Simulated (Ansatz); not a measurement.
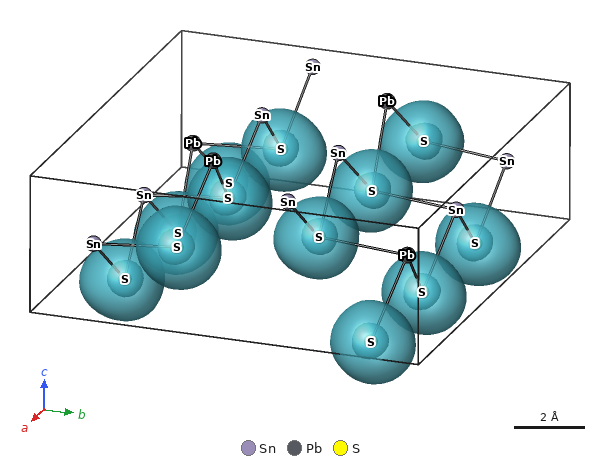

*Sn₂PbS₃. Isosurface of the ELF at 0.7 (cyan), seen at an oblique angle. Only the valence region is drawn (cores and ρ < 0.01 e/Å³ removed). Sticks mark near contacts.*

Space group Pm; a structure generated by program, which may or may not match a known phase; changed on purpose from its base cell (the structure that the rattled cell fell into).

These are results of DFT PBE, scalar-relativistic, plane waves, PAW in Ansatz, not measurements.

Core electrons are frozen (PAW), and the valence fields are smoothed inside the atomic spheres.

```xyz
24
Lattice="0.0000 12.4610 0.0000 -0.0591 0.0000 -11.9798 -4.2223 0.0000 0.0176" Properties=species:S:1:pos:R:3 pbc="T T T"
Sn   -4.1131   11.4273   -7.5430
Sn   -1.9724   11.4273   -1.5619
Sn   -4.1131    7.2641   -7.5430
Sn   -1.9724    7.2641   -1.5619
Sn   -2.0127    1.0335  -10.4122
Sn   -4.0942    1.0335   -4.4135
Sn   -2.0127    5.1970  -10.4122
Sn   -4.0942    5.1970   -4.4135
Pb   -4.2123    3.1152   -7.4913
Pb   -2.0716    3.1152   -1.5102
Pb   -2.1122    9.3457  -10.4626
Pb   -4.1938    9.3457   -4.4639
S    -0.1933    3.1152  -10.2348
S    -2.2749    3.1152   -4.2361
S    -0.1564   11.4640  -10.1426
S    -2.2379   11.4640   -4.1439
S    -0.1564    7.2275  -10.1426
S    -2.2379    7.2275   -4.1439
S    -2.2579    0.9971   -7.8279
S    -0.1172    0.9971   -1.8468
S    -2.2938    9.3457   -7.7352
S    -0.1531    9.3457   -1.7541
S    -2.2579    5.2334   -7.8279
S    -0.1172    5.2334   -1.8468
```

Identify the bonds, lone pairs and shells in this picture.

At this value the surface marks out twelve regions wrapped around S (the valence shell of each), counted in one cell of 24 atoms. Any copies at cell faces, edges or corners count once. Along the contacts the grid gives the following. Sn–S (2.60 Å): the ELF peaks at about 0.85 in the valence shell of S, 0.8 Å from its nucleus, and is about 0.50 at the midpoint. Pb–S (2.73 Å): the ELF peaks at about 0.85 in the valence shell of S, 0.9 Å from its nucleus, and drops to about 0.25 between the two atoms.
